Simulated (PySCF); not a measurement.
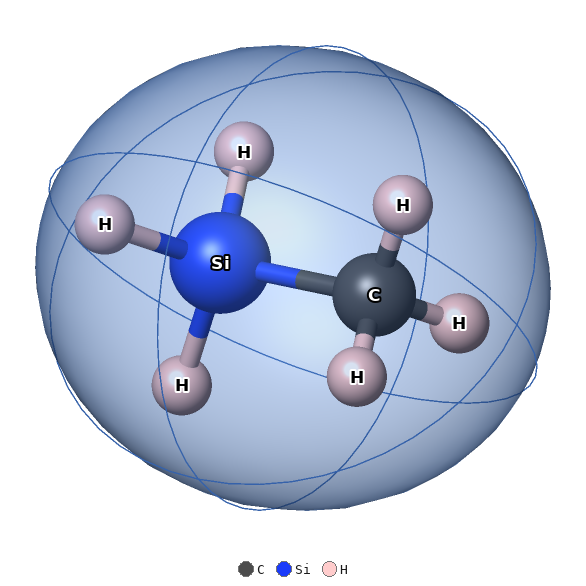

The ellipsoid shows the static dipole polarisability: its half-axes are proportional to the principal values. Computed geometry: PBE0-D3(BJ)/def2-SVP optimisation. No frequency run is at hand to confirm it as a minimum. Level of theory: CAM-B3LYP/def2-SVPD (PySCF 2.14.0).

Question: How large and how anisotropic is the polarisability?

Answer: Principal values 40.9, 40.9, 47.4 bohr³; mean 43.1 bohr³ (6.38 Å³); anisotropy 6.6 bohr³, so the longest axis is 1.16 times the shortest.
